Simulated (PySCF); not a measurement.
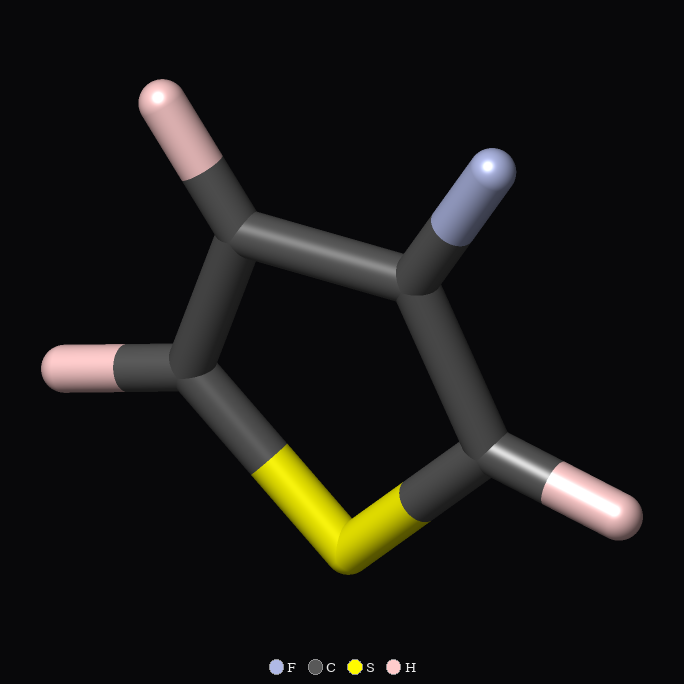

The geometry was computed by an optimisation with PBE0-D3(BJ)/def2-SVP. No frequency run is at hand to confirm it as a minimum.

Give the structural formula.

SMILES: Fc1ccsc1

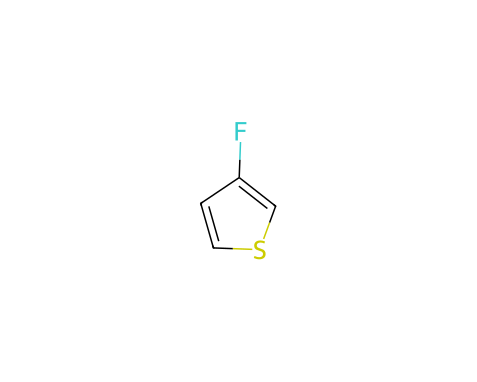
